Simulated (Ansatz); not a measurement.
## ScF3: pressure series

The reference is ScF$_{3}$ in the ReO3 type structure (space group Pm-3m, No. 221; a = 4.020 Å).

Cell and atoms are relaxed at each pressure.

Method: PBEsol (Ansatz, a program for electronic structure), without spin-orbit coupling.

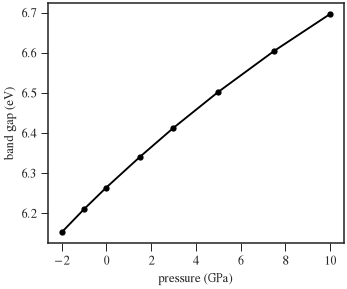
Figure: Band gap against pressure

```tsv
pressure (GPa)	band gap
-2	6.15 eV
-1	6.21 eV
1.5	6.34 eV
3	6.41 eV
5	6.50 eV
7.5	6.60 eV
10	6.70 eV
```

Load acts through the strain it causes; cell and atoms are relaxed under it. Stability against distortions was not tested. No other phases were tried under pressure. The base started in R32 and relaxed to Pm-3m at this level. The final runs are not spin-polarised.
